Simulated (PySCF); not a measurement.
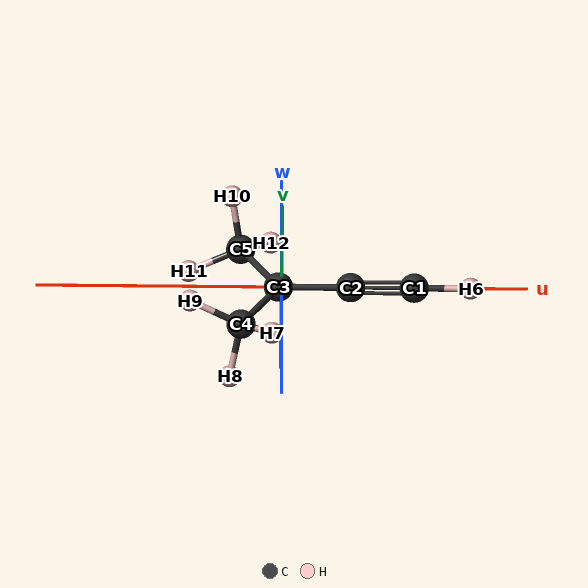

The lines u, v and w are the principal axes of the static dipole polarisability. The species has charge +1 and is a spin singlet. The computed structure is the end point of a PBE0-D3(BJ)/def2-SVP optimisation. No frequency run is at hand to confirm it as a minimum. Computed with B3LYP/def2-SVPD (PySCF 2.14.0).

Along which axis is the molecule most polarisable, and along which least?

Most along u (nearly parallel to the C2–C3 bond), least along v.

Give the three principal values.

u 84.6, v 37.7, w 52.6 bohr³; mean 58.3, anisotropy 41.5 bohr³.
